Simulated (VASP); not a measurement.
```
Hf Pd Se Br O
1.0
   -15.35444    0.00000    0.00000
     0.00000    3.41942    0.00000
     3.99941    0.00000  -12.58754
Hf Pd Se Br O
4 4 4 4 6
Cartesian
  -14.2664 0.0000 -0.7734
  -6.5892 1.7097 -0.7734
  -8.1769 0.0000 -3.5634
  -0.4997 1.7097 -3.5634
  -8.3905 1.7097 -6.4151
  -0.7133 0.0000 -6.4151
  -9.6627 1.7097 -9.3534
  -1.9855 0.0000 -9.3534
  -10.7796 0.0000 -10.6447
  -3.1024 1.7097 -10.6447
  -9.7770 0.0000 -7.4015
  -2.0998 1.7097 -7.4015
  -8.8238 0.0000 -0.5690
  -1.1466 1.7097 -0.5690
  -10.3092 1.7097 -3.6065
  -2.6319 0.0000 -3.6065
  -7.4819 0.0000 -5.3028
  0.1953 1.7097 -5.3028
  -13.3049 1.7097 -0.9191
  -5.6277 0.0000 -0.9191
  -7.2657 1.7097 -2.7905
  0.4116 0.0000 -2.7905
```

Space group Cm; a generated structure, not necessarily the stable one.

Level of theory: Kohn-Sham DFT of a periodic cell, PBE, VASP PAW PBE potentials, recommended in VASP.

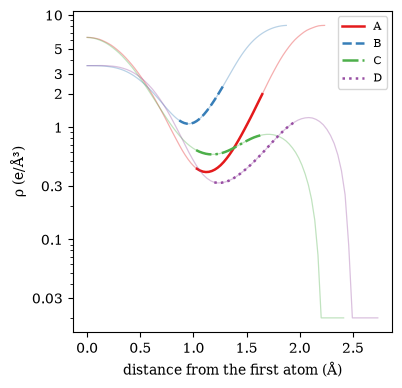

Hf2Pd2Se2Br2O3. Valence electron density along straight lines between neighbouring atoms. Thin, pale parts lie inside the atomic spheres.

In a PAW calculation such maps are meaningful between the atoms, not at the nuclei.

> Which curve belongs to which contact (Hf–Br, Hf–O, Pd–O and Pd–Se)? The first atom named is at distance zero.

Curve A: Pd–O (2.23 Å): the density is about 0.4 e/Å³ at the midpoint. Curve B: Hf–O (1.87 Å): the density is about 1.1 e/Å³ at the midpoint. Curve C: Pd–Se (2.41 Å): the density is about 0.57 e/Å³ at the midpoint. Curve D: Hf–Br (2.73 Å): ρ at the midpoint is about 0.35 e/Å³.
